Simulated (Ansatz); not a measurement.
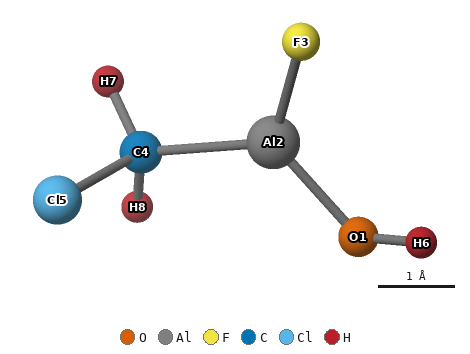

**Figure 1.** The input geometry (ball-and-stick view, seen at a tilt; atoms are numbered from 1 in the order of the input). Sticks mark near contacts. Bond lengths as drawn: Al–C 1.96 Å, Al–F 1.64 Å, Al–O 1.68 Å, C–Cl 1.83 Å, C–H 1.08 Å and H–O 0.94 Å.

## Nudged elastic band of CH3AlClFO

CH3AlClFO, computed with RHF/6-31G* (Ansatz 0.2.0).

It belongs to a series of runs on one base structure; here: band between the two ends. Figures and captions count atoms from 1; the log counts them from 0 in places.

The input
```yaml
crystal:
  periodic: [false, false, false]
  atoms:
    - { symbol: O, position_ang: [-0.973125, 1.007521, 1.430079] }
    - { symbol: Al, position_ang: [0.156889, -0.025071, 0.733934] }
    - { symbol: F, position_ang: [1.391263, -0.614934, 1.633939] }
    - { symbol: C, position_ang: [-0.008372, -0.533482, -1.153486] }
    - { symbol: Cl, position_ang: [1.114807, 0.631941, -2.001408] }
    - { symbol: H, position_ang: [-0.940245, 1.37806, 2.29791] }
    - { symbol: H, position_ang: [0.336719, -1.524028, -1.411556] }
    - { symbol: H, position_ang: [-0.985736, -0.377107, -1.585311] }
basis:
  gaussian: { orbitals: "6-31G*" }
hamiltonian:
  xc: hf
neb:
  order_check: false
  images: 7
  f_tol: 0.05
  max_iterations: 60
  final_atoms:
    - { symbol: O, position_ang: [-0.32946638, 1.13658611, 1.71234786] }
    - { symbol: Al, position_ang: [0.07440001, -0.28233306, 0.91061002] }
    - { symbol: F, position_ang: [0.43220202, -1.60747359, 1.7958682] }
    - { symbol: C, position_ang: [0.14431833, -0.45682941, -1.0541353] }
    - { symbol: Cl, position_ang: [-0.23109205, 1.12851843, -1.84630569] }
    - { symbol: H, position_ang: [-0.54464312, 1.95136729, 1.2846904] }
    - { symbol: H, position_ang: [1.11829835, -0.75744227, -1.41689664] }
    - { symbol: H, position_ang: [-0.57181716, -1.16949349, -1.44207785] }
  initial_path:
    images:
      - { positions_ang: [[-0.973125, 1.007521, 1.430079], [0.156889, -0.025071, 0.733934], [1.391263, -0.614934, 1.633939], [-0.008372, -0.533482, -1.153486], [1.114807, 0.631941, -2.001408], [-0.940245, 1.37806, 2.29791], [0.336719, -1.524028, -1.411556], [-0.985736, -0.377107, -1.585311]] }
      - { positions_ang: [[-0.76665871, 1.1834133, 1.45410607], [0.20858936, 0.01441628, 0.76779518], [1.35581111, -0.70784082, 1.70648329], [0.00249799, -0.49480183, -1.11910121], [1.00919378, 0.67134866, -2.03504544], [-1.0566365, 1.14616336, 2.01166937], [0.35348377, -1.49060757, -1.36121595], [-1.0140808, -0.37919139, -1.48059031]] }
      - { positions_ang: [[-0.56019243, 1.35930561, 1.47813315], [0.26028972, 0.05390356, 0.80165637], [1.32035922, -0.80074764, 1.77902758], [0.01336797, -0.45612166, -1.08471642], [0.90358057, 0.71075632, -2.06868289], [-1.17302801, 0.91426673, 1.72542873], [0.37024855, -1.45718714, -1.3108759], [-1.04242559, -0.38127578, -1.37586962]] }
      - { positions_ang: [[-0.35372614, 1.53519791, 1.50216022], [0.31199008, 0.09339085, 0.83551755], [1.28490732, -0.89365445, 1.85157187], [0.02423796, -0.41744149, -1.05033164], [0.79796735, 0.75016397, -2.10232033], [-1.28941951, 0.68237009, 1.4391881], [0.38701332, -1.42376671, -1.26053584], [-1.07077039, -0.38336017, -1.27114893]] }
      - { positions_ang: [[-0.14725986, 1.71109021, 1.52618729], [0.36369045, 0.13287813, 0.86937874], [1.24945543, -0.98656127, 1.92411616], [0.03510795, -0.37876132, -1.01594685], [0.69235413, 0.78957163, -2.13595777], [-1.40581101, 0.45047345, 1.15294747], [0.40377809, -1.39034627, -1.21019579], [-1.09911518, -0.38544456, -1.16642824]] }
      - { positions_ang: [[-0.19281149, 1.56746418, 1.57272743], [0.29136784, 0.02907533, 0.87968656], [1.04514208, -1.14178935, 1.89205417], [0.06241054, -0.39827834, -1.02549396], [0.46149259, 0.87430833, -2.06354475], [-1.19051904, 0.82569691, 1.1858832], [0.58240816, -1.23212027, -1.261871], [-0.96729068, -0.58145679, -1.23534064]] }
      - { positions_ang: [[-0.23836312, 1.42383816, 1.61926757], [0.21904523, -0.07472747, 0.88999438], [0.84082873, -1.29701743, 1.85999218], [0.08971314, -0.41779537, -1.03504107], [0.23063104, 0.95904503, -1.99113173], [-0.97522707, 1.20092037, 1.21881893], [0.76103822, -1.07389427, -1.31354622], [-0.83546617, -0.77746902, -1.30425305]] }
      - { positions_ang: [[-0.28391475, 1.28021213, 1.66580772], [0.14672262, -0.17853027, 0.9003022], [0.63651537, -1.45224551, 1.82793019], [0.11701573, -0.43731239, -1.04458818], [-0.0002305, 1.04378173, -1.91871871], [-0.75993509, 1.57614383, 1.25175466], [0.93966828, -0.91566827, -1.36522143], [-0.70364166, -0.97348126, -1.37316545]] }
      - { positions_ang: [[-0.32946638, 1.13658611, 1.71234786], [0.07440001, -0.28233306, 0.91061002], [0.43220202, -1.60747359, 1.7958682], [0.14431833, -0.45682941, -1.0541353], [-0.23109205, 1.12851843, -1.84630569], [-0.54464312, 1.95136729, 1.2846904], [1.11829835, -0.75744227, -1.41689664], [-0.57181716, -1.16949349, -1.44207785]] }
```

Machine: 1 thread of Arm Neoverse V1, 24 GiB of memory available, shared host.

Launch command:
```bash
ansatz run input.yaml --threads 1 --pin off --max-ram 2048MiB --backend cpu --events-out ev --progress --plain --runs-dir out
```

Log
```
Engine: ansatz 0.2.0, aarch64-unknown-linux-gnu
Functional definition: HF
  exchange = exact_x
  correlation = 0
890 factors; integrals over basis functions are off by at most 3.7e-4 eV
mean field evaluation 1: about -24906.4100 eV, gradient 4.5e1 eV
mean field evaluation 2: about -24906.4678 eV, gradient 4.5e1 eV
mean field evaluation 4: about -24910.2313 eV, gradient 2.5e0 eV
mean field evaluation 8: about -24910.2623 eV, gradient 2.2e-1 eV
mean field -24910.26252986 eV, -915.4352631901 hartree, gradient 2.8e-5 eV, S^2 0.000000; 0 other end points of the search recorded, 0 dependent functions left out
the calculation of the forces begins
reference -24910.26252986 eV, -915.4352631901 hartree; 28, 28 occupied and 61, 61 virtual orbitals, 890 factors
890 factors; integrals over basis functions are off by at most 3.4e-4 eV
mean field evaluation 16: about -24910.2050 eV, gradient 2.5e0 eV
mean field -24910.23653430 eV, -915.4343078706 hartree, gradient 2.6e-5 eV, S^2 0.000000; 0 other end points of the search recorded, 0 dependent functions left out
[... from here on the field's lines of each further geometry are left out, up to the last ...]
NEB iter   1: max|band force component| = 5.724e1 eV/Å  barrier→ = 7.0629 eV  barrier← = 7.0369 eV  Δτ_max = 0.2000 Å  (381 SCF iters)
NEB iter   2: max|band force component| = 4.796e0 eV/Å  barrier→ = 4.0831 eV  barrier← = 4.0571 eV  Δτ_max = 0.2000 Å  (243 SCF iters)
NEB iter   3: max|band force component| = 8.706e0 eV/Å  barrier→ = 2.1119 eV  barrier← = 2.0859 eV  Δτ_max = 0.1035 Å  (232 SCF iters)
NEB iter   4: max|band force component| = 4.119e0 eV/Å  barrier→ = 1.4944 eV  barrier← = 1.4684 eV  Δτ_max = 0.1948 Å  (228 SCF iters)
NEB iter   5: max|band force component| = 1.884e0 eV/Å  barrier→ = 0.9057 eV  barrier← = 0.8797 eV  Δτ_max = 0.2000 Å  (224 SCF iters)
NEB iter   6: max|band force component| = 1.767e0 eV/Å  barrier→ = 0.6672 eV  barrier← = 0.6412 eV  Δτ_max = 0.1988 Å  (225 SCF iters)
NEB iter   7: max|band force component| = 9.380e-1 eV/Å  barrier→ = 0.4564 eV  barrier← = 0.4304 eV  Δτ_max = 0.1939 Å  (230 SCF iters)
NEB iter   8: max|band force component| = 5.879e-1 eV/Å  barrier→ = 0.2507 eV  barrier← = 0.2247 eV  Δτ_max = 0.2000 Å  (230 SCF iters)
NEB iter   9: max|band force component| = 5.215e0 eV/Å  barrier→ = 0.7672 eV  barrier← = 0.7412 eV  Δτ_max = 0.1009 Å  (226 SCF iters)
NEB iter  10: max|band force component| = 1.165e0 eV/Å  barrier→ = 0.1103 eV  barrier← = 0.0843 eV  Δτ_max = 0.1998 Å  (227 SCF iters)
NEB iter  11: max|band force component| = 1.228e0 eV/Å  barrier→ = 0.1476 eV  barrier← = 0.1216 eV  Δτ_max = 0.1001 Å  (227 SCF iters)
NEB iter  12: max|band force component| = 5.293e-1 eV/Å  barrier→ = 0.1193 eV  barrier← = 0.0933 eV  Δτ_max = 0.2000 Å  (229 SCF iters)
NEB iter  13: max|band force component| = 1.982e0 eV/Å  barrier→ = 0.1590 eV  barrier← = 0.1330 eV  Δτ_max = 0.1025 Å  (229 SCF iters)
NEB iter  14: max|band force component| = 2.766e-1 eV/Å  barrier→ = 0.1086 eV  barrier← = 0.0826 eV  CI = image 2  Δτ_max = 0.0616 Å  (231 SCF iters)
NEB iter  15: max|band force component| = 1.125e-1 eV/Å  barrier→ = 0.1077 eV  barrier← = 0.0817 eV  CI = image 2  Δτ_max = 0.0736 Å  (222 SCF iters)
NEB iter  16: max|band force component| = 1.285e-1 eV/Å  barrier→ = 0.1054 eV  barrier← = 0.0794 eV  CI = image 2  Δτ_max = 0.0368 Å  (215 SCF iters)
NEB iter  17: max|band force component| = 1.012e-1 eV/Å  barrier→ = 0.1044 eV  barrier← = 0.0784 eV  CI = image 2  Δτ_max = 0.0368 Å  (208 SCF iters)
NEB iter  18: max|band force component| = 7.825e-2 eV/Å  barrier→ = 0.1042 eV  barrier← = 0.0782 eV  CI = image 2  Δτ_max = 0.0368 Å  (216 SCF iters)
NEB iter  19: max|band force component| = 7.833e-2 eV/Å  barrier→ = 0.1041 eV  barrier← = 0.0781 eV  CI = image 2  Δτ_max = 0.0368 Å  (220 SCF iters)
NEB iter  20: max|band force component| = 1.480e-1 eV/Å  barrier→ = 0.1045 eV  barrier← = 0.0785 eV  CI = image 2  Δτ_max = 0.0184 Å  (216 SCF iters)
the calculation of the forces begins
reference -24910.23347459 eV, -915.4341954284 hartree; 28, 28 occupied and 61, 61 virtual orbitals, 890 factors
890 factors; integrals over basis functions are off by at most 3.7e-4 eV
mean field -24910.15836480 eV, -915.4314351945 hartree, gradient 1.1e-5 eV, S^2 0.000000; 1 other end points of the search recorded, 0 dependent functions left out
the calculation of the forces begins
reference -24910.15836480 eV, -915.4314351945 hartree; 28, 28 occupied and 61, 61 virtual orbitals, 890 factors
NEB iter  21: max|band force component| = 4.768e-2 eV/Å  barrier→ = 0.1042 eV  barrier← = 0.0782 eV  CI = image 2  Δτ_max = 0.0000 Å  (444 SCF iters)
```

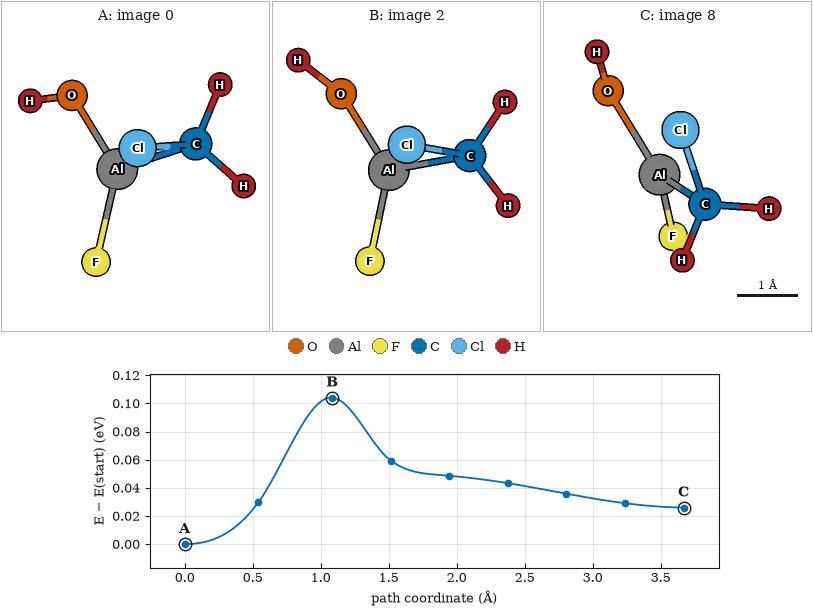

**Figure 2.** Images of the last band (counted from 0; ball-and-stick, seen at a tilt) above the energy along the path; the line is a cubic interpolation that uses the forces. The highest image is number 2, 0.104 eV above the start and 0.078 eV above the end (the climbing image); the end lies 0.026 eV above the start. The path is 3.67 Å long. The band converged in 21 iterations.

```
Total energy: -24910.15836480 eV, -915.4314351945 hartree
Atom 0 at    -0.871142     0.849610     1.633063 Å, force    -0.003009    -0.024325     0.012159 eV/Å
Atom 1 at     0.208921    -0.135199     0.819346 Å, force     0.016123     0.018262     0.000778 eV/Å
Atom 2 at     1.475894    -0.791056     1.619273 Å, force    -0.011927    -0.000597    -0.004753 eV/Å
Atom 3 at     0.002440    -0.582069    -1.081015 Å, force    -0.000957    -0.002734    -0.010946 eV/Å
Atom 4 at     0.740870     0.899609    -1.872249 Å, force     0.001128     0.001433     0.002881 eV/Å
Atom 5 at    -1.029391     1.772102     1.725467 Å, force    -0.000116     0.013493    -0.006189 eV/Å
Atom 6 at     0.571905    -1.424456    -1.442582 Å, force    -0.002278    -0.005206     0.002888 eV/Å
Atom 7 at    -1.007297    -0.645640    -1.457202 Å, force     0.001035    -0.000326     0.003182 eV/Å
Dipole moment:    -0.362418    -0.009878    -0.030554 e Å
this run last wrote the band of iteration 21 to [file]
```

The last band as extended XYZ (Å, eV, eV/Å)
```
8
Properties=species:S:1:pos:R:3:forces:R:3 image=0 energy=-24910.26253
O    -0.9731    1.0075    1.4301    0.0051   0.0020   0.0025
Al    0.1569   -0.0251    0.7339    0.0057  -0.0010  -0.0006
F     1.3913   -0.6149    1.6339   -0.0065   0.0033  -0.0048
C    -0.0084   -0.5335   -1.1535   -0.0075  -0.0196  -0.0004
Cl    1.1148    0.6319   -2.0014   -0.0008  -0.0017   0.0009
H    -0.9402    1.3781    2.2979   -0.0034  -0.0020  -0.0011
H     0.3367   -1.5240   -1.4116   -0.0030   0.0185   0.0014
H    -0.9857   -0.3771   -1.5853    0.0105   0.0005   0.0022
8
Properties=species:S:1:pos:R:3:forces:R:3 image=1 energy=-24910.23269
O    -0.9456    0.9790    1.4156   -0.0060   0.0137  -0.0888
Al    0.1488   -0.1145    0.7672   -0.0171   0.0460   0.0118
F     1.3326   -0.7894    1.6750   -0.0076   0.0368   0.0012
C     0.0020   -0.5688   -1.1318    0.0033  -0.0091  -0.0071
Cl    0.9087    0.8361   -1.8839    0.0153  -0.0303  -0.0208
H    -0.8684    1.6023    2.1171    0.0175  -0.0479   0.1181
H     0.5069   -1.4619   -1.4658   -0.0079  -0.0099  -0.0015
H    -0.9928   -0.5399   -1.5493    0.0024   0.0006  -0.0130
8
Properties=species:S:1:pos:R:3:forces:R:3 image=2 energy=-24910.15836
O    -0.8711    0.8496    1.6331   -0.0030  -0.0243   0.0122
Al    0.2089   -0.1352    0.8193    0.0161   0.0183   0.0008
F     1.4759   -0.7911    1.6193   -0.0119  -0.0006  -0.0048
C     0.0024   -0.5821   -1.0810   -0.0010  -0.0027  -0.0109
Cl    0.7409    0.8996   -1.8722    0.0011   0.0014   0.0029
H    -1.0294    1.7721    1.7255   -0.0001   0.0135  -0.0062
H     0.5719   -1.4245   -1.4426   -0.0023  -0.0052   0.0029
H    -1.0073   -0.6456   -1.4572    0.0010  -0.0003   0.0032
8
Properties=species:S:1:pos:R:3:forces:R:3 image=3 energy=-24910.20321
O    -0.6745    0.9895    1.7163    0.0520   0.0400   0.0255
Al    0.2664   -0.0989    0.8546   -0.0094  -0.0467   0.0118
F     1.4799   -0.8422    1.6567   -0.0010  -0.0112   0.0001
C    -0.0006   -0.5755   -1.0371    0.0119   0.0331   0.0075
Cl    0.6835    0.8692   -1.9290   -0.0087  -0.0082  -0.0042
H    -1.2095    1.7116    1.4335   -0.0413  -0.0279  -0.0516
H     0.5672   -1.4307   -1.3732    0.0012   0.0119  -0.0031
H    -1.0202   -0.6801   -1.3776   -0.0047   0.0091   0.0139
8
Properties=species:S:1:pos:R:3:forces:R:3 image=4 energy=-24910.21391
O    -0.5749    1.1100    1.6645    0.0022   0.0050   0.0048
Al    0.2722   -0.1146    0.8875   -0.0047  -0.0072  -0.0055
F     1.3464   -0.9787    1.7631   -0.0039   0.0019   0.0043
C     0.0205   -0.5779   -1.0121    0.0014   0.0135  -0.0125
Cl    0.4763    0.9156   -1.9542   -0.0047  -0.0001   0.0034
H    -1.1206    1.7687    1.2655    0.0054  -0.0038  -0.0027
H     0.6661   -1.3671   -1.3682    0.0034  -0.0034   0.0022
H    -0.9940   -0.8131   -1.3019    0.0009  -0.0060   0.0060
8
Properties=species:S:1:pos:R:3:forces:R:3 image=5 energy=-24910.21920
O    -0.5392    1.1018    1.6780    0.0006  -0.0054  -0.0068
Al    0.2381   -0.1673    0.8989   -0.0019   0.0009   0.0136
F     1.1669   -1.1649    1.7987   -0.0035  -0.0053  -0.0024
C     0.0609   -0.5364   -1.0309   -0.0010  -0.0155   0.0054
Cl    0.2742    1.0342   -1.9208   -0.0064   0.0103  -0.0062
H    -1.0130    1.8041    1.2612    0.0051   0.0089  -0.0026
H     0.8121   -1.2110   -1.4161    0.0018   0.0098  -0.0019
H    -0.9079   -0.9175   -1.3248    0.0053  -0.0037   0.0008
8
Properties=species:S:1:pos:R:3:forces:R:3 image=6 energy=-24910.22672
O    -0.4734    1.1393    1.6716    0.0020   0.0000  -0.0017
Al    0.1909   -0.2021    0.9101   -0.0003   0.0023   0.0027
F     0.9390   -1.3233    1.8326   -0.0070  -0.0056   0.0005
C     0.0871   -0.5198   -1.0349   -0.0028  -0.0040   0.0034
Cl    0.1005    1.0742   -1.9021   -0.0083   0.0034  -0.0018
H    -0.8522    1.8854    1.2336    0.0058   0.0031  -0.0016
H     0.9204   -1.0884   -1.4231    0.0063   0.0067  -0.0018
H    -0.8200   -1.0223   -1.3436    0.0043  -0.0060   0.0002
8
Properties=species:S:1:pos:R:3:forces:R:3 image=7 energy=-24910.23348
O    -0.3988    1.1460    1.6890    0.0015   0.0019   0.0022
Al    0.1344   -0.2442    0.9126   -0.0005   0.0000  -0.0011
F     0.6847   -1.4820    1.8252   -0.0051  -0.0032   0.0007
C     0.1140   -0.4889   -1.0456    0.0001   0.0004   0.0013
Cl   -0.0632    1.1146   -1.8719   -0.0064  -0.0010  -0.0002
H    -0.6909    1.9312    1.2526    0.0041   0.0011  -0.0017
H     1.0222   -0.9338   -1.4285    0.0033   0.0045  -0.0004
H    -0.7103   -1.0999   -1.3892    0.0030  -0.0036  -0.0008
8
Properties=species:S:1:pos:R:3:forces:R:3 image=8 energy=-24910.23653
O    -0.3295    1.1366    1.7123   -0.0020   0.0083   0.0018
Al    0.0744   -0.2823    0.9106   -0.0003   0.0004  -0.0152
F     0.4322   -1.6075    1.7959   -0.0016   0.0009   0.0059
C     0.1443   -0.4568   -1.0541   -0.0025  -0.0125  -0.0104
Cl   -0.2311    1.1285   -1.8463   -0.0003  -0.0003   0.0038
H    -0.5446    1.9514    1.2847    0.0019  -0.0066   0.0056
H     1.1183   -0.7574   -1.4169   -0.0033   0.0023   0.0009
H    -0.5718   -1.1695   -1.4421    0.0081   0.0075   0.0076
```

Results in brief

```tsv
quantity	value
outcome	converged
barrier, forward	0.104 eV
barrier, backward	0.078 eV
wall time	4.4 min
peak memory	0.19 GiB
```

Remarks

The order of the saddle point was not checked.
